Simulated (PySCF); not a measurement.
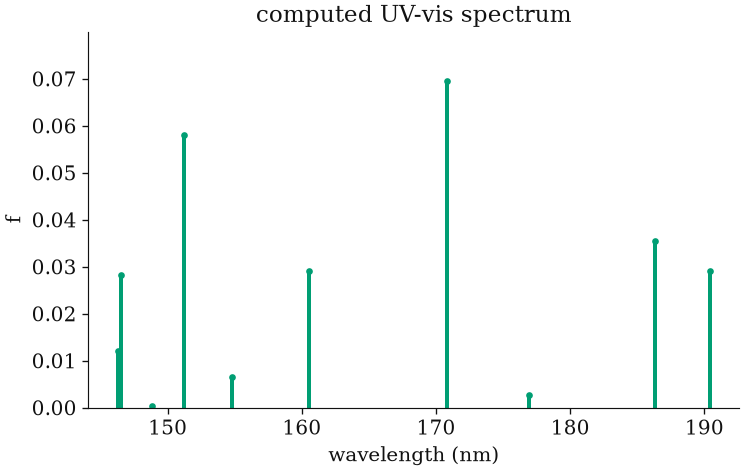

Computed absorption of SiN₂H₆, SMILES N[SiH2]N. Vertical TDDFT excitations, PBE0/def2-SVPD in PySCF 2.14.0, at a PBE0-D3(BJ)/def2-SVP geometry (no frequency check), gas phase. The lowest 10 singlet states are shown.

Q: Does any vertical transition fall in the visible?

A: No singlet lies below 3.1 eV (beyond 400 nm), so at this level no vertical transition falls in the visible.

Q: Where is the lowest singlet, and is it bright?

A: S1 lies at 6.51 eV (190 nm) with f = 0.029, mainly HOMO → LUMO (88 %); it is weak.

Q: Which of the computed transitions is the brightest, and what character does the calculation give it?

A: S4 at 7.26 eV (171 nm), f = 0.070, mainly HOMO−1 → LUMO+1 (86 %).

Note: states above the negative HOMO energy depend on the basis; core orbitals are frozen in the response.
